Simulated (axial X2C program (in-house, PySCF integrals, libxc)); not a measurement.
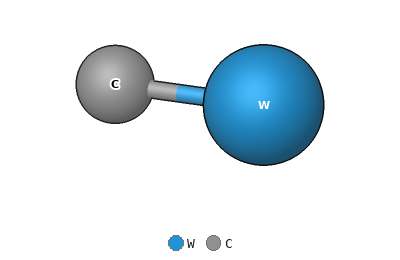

**Figure 1.** The molecule at the reference distance of 1.683 Å.

# Relativistic diatomic calculation for WC⁺

- system: WC⁺, single determinant with M_S = 1/2 and |Λ| = 2.
- method: PBE0, spin-free X2C-1e, W dyall-cv3z, C dyall-v3z (cores contracted) (axial X2C program (in-house, PySCF integrals, libxc))

Results in brief:

```tsv
quantity	value
outcome	converged
bond length rₑ	1.678 Å
ωₑ	1052 cm⁻¹
energy at the minimum	−16181.18403 hartree
depth below the fragments	4.75 eV
largest ⟨S²⟩ along the curve	1.80
hardware	1 thread of AMD EPYC (Zen 5), 24 GiB of memory available, shared host
wall time	9.1 s
peak memory	0.65 GiB
```

Remarks:

⟨S²⟩ reaches 1.80 where a pure state of this multiplicity has 0.75, so the determinant is spin-contaminated. To bear in mind: 5 of the 10 points asked for were kept.

Input file:
```
{"zs": [74, 6], "q": 1, "bas": ["dyall-cv3z", "dyall-v3z"], "levels": ["PBE0", "HF", "M06"], "cc": true, "r0": 1.87, "thr": -1.0, "nmax": 90, "npts": 10, "nst": 2, "ntry": 6}
```

The line is the task of a batch: nuclear charges, charge, bases, the levels to run, a first guess of the distance and further settings. This report covers PBE0 without spin-orbit coupling. The log is that of the reference distance 1.683 Å, started from orbitals converged before.

The run was one of a batch that the task file lists, launched with:
```bash
python <driver script> task.json out
```

Output:
```
spin-free X2C-1e  PBE0
basis functions 227  fitting functions 1148  grid points 5074
iter        total energy     max residual
   1     -16181.184019398     6.81e-05
   2     -16181.184019451     6.03e-05
   3     -16181.184019537     4.49e-05
   4     -16181.184019566     2.80e-05
   5     -16181.184019578     1.10e-05
   6     -16181.184019580     1.03e-05
converged
one-electron -22459.50858352  Coulomb 6472.36009260  exact exchange -82.08237446  xc functional -251.55783730  nuclear repulsion 139.60468309
```

The points of the curve:

```tsv
R (Å)	E (hartree)	dipole (D; origin at the first atom, positive when the second is positive)	highest filled (eV)	lowest empty (eV)
1.582	−16181.174764	−2.61	−13.48	−10.39
1.633	−16181.182139	−2.47	−13.56	−10.46
1.683	−16181.184020	−2.31	−13.55	−10.52
1.742	−16181.180932	−2.11	−13.50	−10.60
1.801	−16181.173771	−1.90	−13.48	−10.67
```

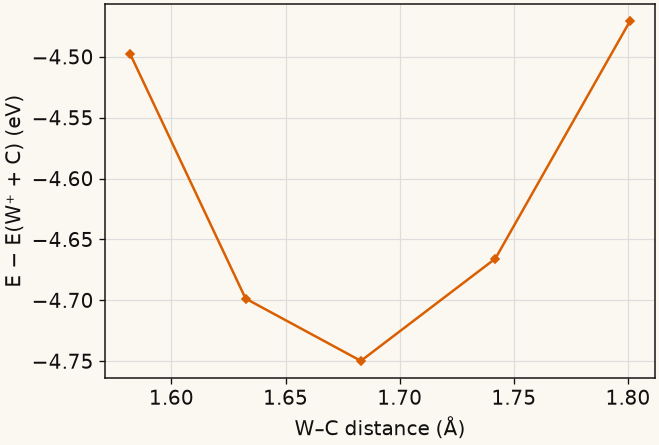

**Figure 2.** Energy at 5 bond lengths, for one set of occupations held fixed; the line joins the points. A polynomial of degree 3 through 5 points gives rₑ = 1.678 Å, ωₑ = 1052 cm⁻¹ and Bₑ = 0.5316 cm⁻¹. The minimum lies 4.75 eV below W⁺ + C, each computed as one determinant at the same level.

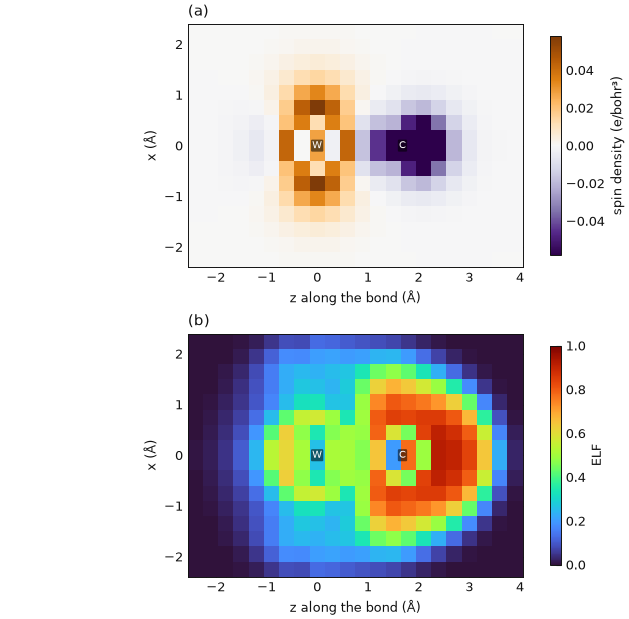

**Figure 3.** (a) spin density; (b) electron localisation function, in a plane that holds the axis, at 1.68 Å, on points 0.3 Å apart (one half computed, the other mirrored); the structure near the nuclei is finer than these points.

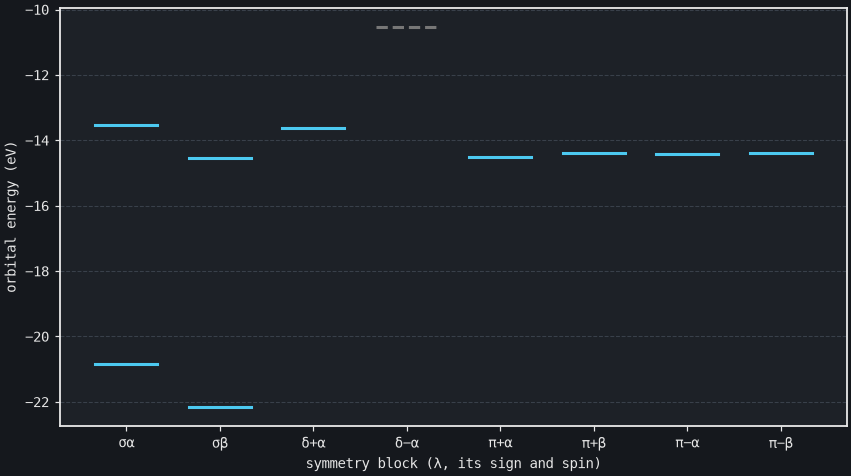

**Figure 4.** Orbital energies near the frontier at 1.68 Å, filled (solid) and empty (dashed); a label such as π−α means λ = −1 and α spin. The highest filled orbital (σα; 48 % W d, 34 % W s) lies at −13.55 eV, the lowest empty one (δ−α; 99 % W d) at −10.52 eV.
